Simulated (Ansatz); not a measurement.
A series of calculations on HF

**1. Relaxation**

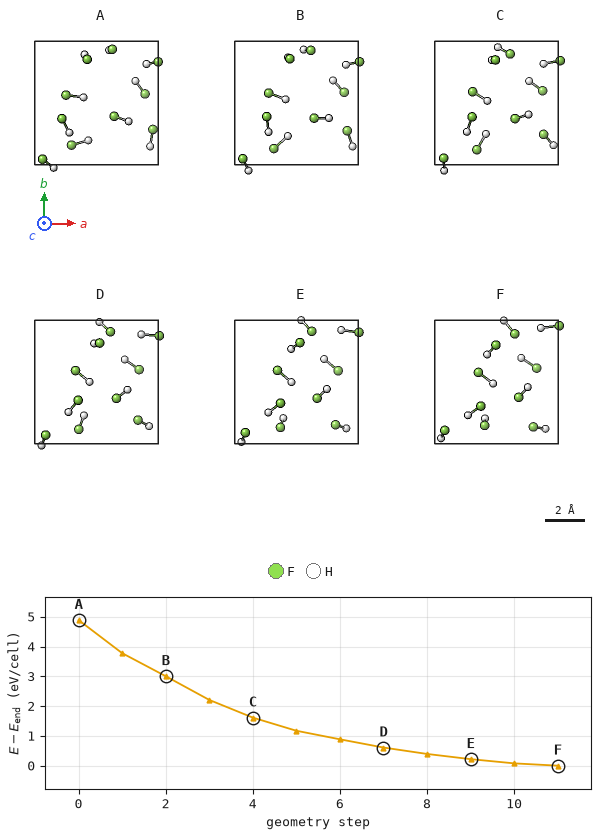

Frames of a relaxation of an amorphous cell of composition HF, marked on the history of the run. The picture is a ball-and-stick view of the cell of the calculation, seen along the c axis.

The cell holds 10 HF. The run prepares the start of a later molecular dynamics calculation, from a guessed geometry.

Level of theory: Ansatz, DFT PBE-D3(BJ), scalar-relativistic, plane waves, PAW. Settings: plane-wave cutoff 420 eV; k-point mesh 1 × 1 × 1; occupations fermi dirac; smearing width 0.02 eV; no spin polarisation; atoms relaxed in a fixed cell; force threshold 0.3 eV/Å; at most 15 steps.

**Describe the path.**

The energy falls by 4.888 eV per cell of the calculation in 11 geometry steps. Largest force component: 1.7 eV/Å at the start, 0.11 eV/Å at the end. The largest move is that of an F atom, 1.41 Å along [−1 −1 0]. By element the largest moves are F 1.41 Å, H 1.12 Å. The cell stays as it was. Some distances before and after: F–H 0.934 → 1.026 Å, F–H 0.934 → 1.001 Å, F–H 0.934 → 0.967 Å. From step 0 to 2: an F atom moves most (0.39 Å), energy −1.884 eV per cell of the calculation. From step 2 to 4: an H atom moves most (0.35 Å), energy −1.390 eV per cell of the calculation. From step 4 to 7: an H atom moves most (0.52 Å), energy −1.005 eV per cell of the calculation. From step 7 to 9: an H atom moves most (0.33 Å), energy −0.390 eV per cell of the calculation. From step 9 to 11: an H atom moves most (0.37 Å), energy −0.219 eV per cell of the calculation.

```tsv
step	E − E(0), meV/atom	largest force component, eV/Å
0	0.00	1.7207
1	-55.53	1.2798
2	-94.21	2.5397
3	-134.02	1.7189
4	-163.73	1.3134
5	-185.79	0.9402
6	-200.14	1.0871
7	-213.96	0.8600
8	-224.72	0.7541
9	-233.45	0.6489
10	-240.51	0.3833
11	-244.39	0.1088
```

Limits of the set-up: the program's low-accuracy preset was used; the periodic images lie only 6.5 Å apart, so the values are limited by the cell's size.

**2. Dynamics**

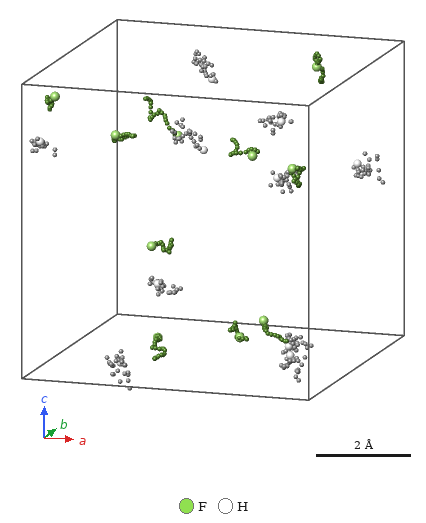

Molecular dynamics of a periodic cell with 10 HF at 1.221 g/cm³, 225 fs long. Dots mark each atom's position at evenly spaced times, in the colour of its element; spheres stand at the starting positions. Seen slightly off an axis in the simulation cell.

All numbers below come from DFT PBE-D3(BJ), scalar-relativistic, plane waves, PAW (Ansatz). Run with plane-wave cutoff 420 eV; k-point mesh 1 × 1 × 1; Fermi-Dirac smearing 0.02 eV; low-accuracy preset; Langevin thermostat (NVT); set temperature 400 K; time step 0.75 fs; friction 0.02 per fs.

Input
```yaml
accuracy: low
crystal:
  lattice:
    - [6.479224, 0.0, 0.0]
    - [0.0, 6.479224, 0.0]
    - [0.0, 0.0, 6.479224]
  atoms:
    - { symbol: F, position: [0.35237767, 0.57722562, 0.72450314] }
    - { symbol: H, position: [0.4719978, 0.48699144, 0.70430683] }
    - { symbol: F, position: [0.67929148, 0.37535164, 0.72361581] }
    - { symbol: H, position: [0.75242458, 0.45752786, 0.82739704] }
    - { symbol: F, position: [0.8247317, 0.61208013, -0.0149708] }
    - { symbol: H, position: [0.69978702, 0.69479317, 0.00914364] }
    - { symbol: F, position: [0.40304317, 0.14727838, 0.44722404] }
    - { symbol: H, position: [0.40567548, 0.20400449, 0.30687784] }
    - { symbol: F, position: [0.37240585, 0.30415611, 1.100453] }
    - { symbol: H, position: [0.26732218, 0.22982534, 1.02479011] }
    - { symbol: F, position: [0.49408079, 0.79913803, 1.00093402] }
    - { symbol: H, position: [0.42329286, 0.72236272, 0.89014672] }
    - { symbol: F, position: [0.0796221, 0.10743756, 0.94061646] }
    - { symbol: H, position: [0.04941991, 0.04333229, 0.79902755] }
    - { symbol: F, position: [0.64749687, 0.8895832, 0.56552673] }
    - { symbol: H, position: [0.55884281, 0.99796655, 0.50407367] }
    - { symbol: F, position: [0.79777267, 0.13535496, 0.22605119] }
    - { symbol: H, position: [0.89592912, 0.12001076, 0.1185175] }
    - { symbol: F, position: [1.00870274, 0.95585476, 0.61854696] }
    - { symbol: H, position: [0.85842899, 0.9375529, 0.58777925] }
basis:
  ecutwfc: 420.0
kpoints:
  mp_grid: { grid: [1, 1, 1] }
hamiltonian:
  xc: pbe
  dispersion: d3bj
scf:
  occupations: { method: fermi_dirac, width: 0.02 }
  lower_state_search: "off"
md:
  timestep: 0.75
  n_steps: 300
  ensemble: nvt_langevin
  temperature: 400.0
  initial_velocities: maxwell_boltzmann
  seed: 931103
  friction: 0.02
```

Run as
```bash
ansatz run input.yaml --threads 1 --pin off --max-ram 3072MiB --backend cpu --events-out ev --progress --plain --runs-dir out
```

**What do the traces tell about the motion?**

Root-mean-square distances from the starting positions over the second half, with the common drift of all atoms taken out: F 0.59 Å, H 0.45 Å. The heavy atoms stay within a fraction of a molecule's size of their starting places; so short a run doesn't tell a liquid from a solid. Over the second half the temperature averages 383 K (spread ±54 K). The potential energy is still drifting at the end, so the run hasn't reached equilibrium. The potential energy in the second half lies on average 49.4 meV per atom above the first frame.

Limits of the set-up: the program's low-accuracy preset was used; the periodic images lie only 6.5 Å apart, so the values are limited by the cell's size.

Cost: 7.4 min on 1 thread of Arm Neoverse V1 (shared host), peak memory 0.33 GiB.

**3. Dynamics**

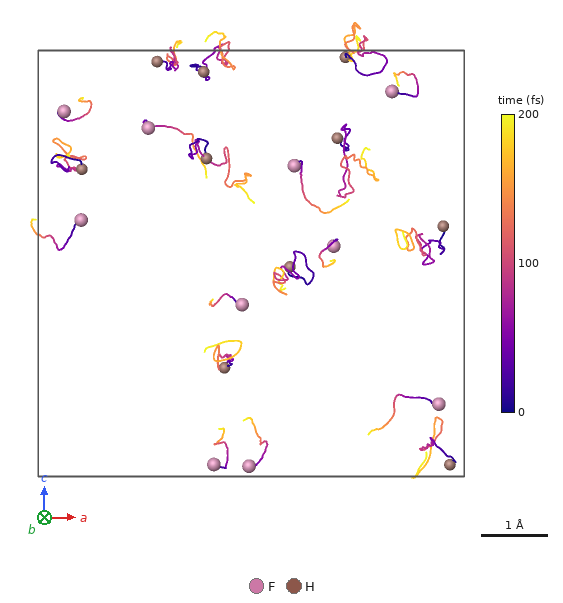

Molecular dynamics of a periodic cell with 10 HF at 1.221 g/cm³, 200 fs long. It starts from the last geometry of an earlier run, with fresh velocities. Lines trace each atom's path, coloured by time; spheres stand at the starting positions. Seen along the b axis in the simulation cell.

These are results of DFT PBE-D3(BJ), scalar-relativistic, plane waves, PAW in Ansatz, not measurements. Run with plane-wave cutoff 420 eV; k-point mesh 1 × 1 × 1; Fermi-Dirac smearing 0.02 eV; low-accuracy preset; Langevin thermostat (NVT); set temperature 400 K; time step 0.5 fs; friction 0.005 per fs.

The input:
```yaml
accuracy: low
crystal:
  lattice:
    - [6.479224, 0.0, 0.0]
    - [0.0, 6.479224, 0.0]
    - [0.0, 0.0, 6.479224]
  atoms:
    - { symbol: F, position: [0.25833148, 0.59498454, 0.81810338] }
    - { symbol: H, position: [0.39474803, 0.55688618, 0.74657611] }
    - { symbol: F, position: [0.60107365, 0.47579086, 0.72970881] }
    - { symbol: H, position: [0.70199825, 0.55829137, 0.79433471] }
    - { symbol: F, position: [0.83035871, 0.71712158, -0.09614864] }
    - { symbol: H, position: [0.72102394, 0.77899889, -0.01584416] }
    - { symbol: F, position: [0.47840275, 0.18349873, 0.40354253] }
    - { symbol: H, position: [0.43700926, 0.19102754, 0.25521557] }
    - { symbol: F, position: [0.41216583, 0.2272967, 1.02820118] }
    - { symbol: H, position: [0.27891441, 0.18628368, 0.97406978] }
    - { symbol: F, position: [0.49472395, 0.82590134, 1.02429475] }
    - { symbol: H, position: [0.38821603, 0.73278508, 0.94986523] }
    - { symbol: F, position: [0.06042486, 0.18685199, 0.85688985] }
    - { symbol: H, position: [0.10228955, 0.11315996, 0.72147609] }
    - { symbol: F, position: [0.69353915, 0.90739282, 0.5408919] }
    - { symbol: H, position: [0.59060411, 1.00923972, 0.49210758] }
    - { symbol: F, position: [0.94033746, 0.0231985, 0.16987414] }
    - { symbol: H, position: [0.96630118, 0.07211697, 0.02778383] }
    - { symbol: F, position: [1.10052151, 0.95521712, 0.60208064] }
    - { symbol: H, position: [0.95070222, 0.94260686, 0.58759757] }
basis:
  ecutwfc: 420.0
kpoints:
  mp_grid: { grid: [1, 1, 1] }
hamiltonian:
  xc: pbe
  dispersion: d3bj
scf:
  occupations: { method: fermi_dirac, width: 0.02 }
  lower_state_search: "off"
md:
  timestep: 0.5
  n_steps: 400
  ensemble: nvt_langevin
  temperature: 400.0
  initial_velocities: maxwell_boltzmann
  seed: 17020
  friction: 0.005
```

Run as
```bash
ansatz run input.yaml --threads 1 --pin off --max-ram 3072MiB --backend cpu --events-out ev --progress --plain --runs-dir out
```

**Describe the motion.**

Root-mean-square distances from the starting positions over the second half, with the common drift of all atoms taken out: F 0.74 Å, H 0.60 Å. The heavy atoms stay within a fraction of a molecule's size of their starting places; so short a run doesn't tell a liquid from a solid. Over the second half the temperature averages 405 K (spread ±46 K). The potential energy in the second half lies on average 1.7 meV per atom below the first frame.

Limits of the set-up: the program's low-accuracy preset was used; the periodic images lie only 6.5 Å apart, so the values are limited by the cell's size.

Cost: 8.9 min on 1 thread of Arm Neoverse V1, on a shared host, peak memory 0.35 GiB.
